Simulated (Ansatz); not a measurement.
## Pressure series in Be

Start from Be in the hcp (Mg type) structure (space group P6_3/mmc, No. 194).

```cif
data_Be2
_chemical_formula_sum 'Be2'
_space_group_name_H-M_alt 'P 1'
_space_group_IT_number 1
_cell_length_a 2.26472
_cell_length_b 2.26472
_cell_length_c 3.56124
_cell_angle_alpha 90.000
_cell_angle_beta 90.000
_cell_angle_gamma 120.000
loop_
_space_group_symop_operation_xyz
  'x, y, z'
loop_
_atom_site_label
_atom_site_type_symbol
_atom_site_fract_x
_atom_site_fract_y
_atom_site_fract_z
_atom_site_occupancy
Be1 Be 0.33333 0.66667 0.75000 1
Be2 Be 0.66667 0.33333 0.25000 1
```

Cell and atoms are relaxed at each pressure.

All numbers come from PBE in Ansatz (plane waves to 420 eV, PAW, scalar-relativistic without spin-orbit coupling).

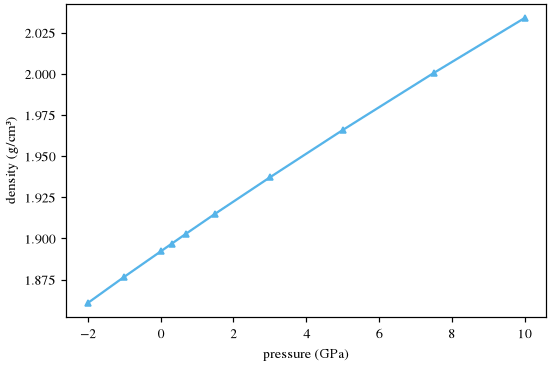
Density against pressure

Question: From the plot, what is the density for pressure −1 GPa?

Answer: About 1.88 g/cm³.

Question: Is the trend monotonic over the range shown?

Answer: Yes, it rises throughout, spanning 1.86 g/cm³ to 2.03 g/cm³.

Load acts through the strain it causes; cell and atoms are relaxed under it. Stability against distortions was not tested. Competing high-pressure phases were not computed.

Ansatz is an electronic-structure program.
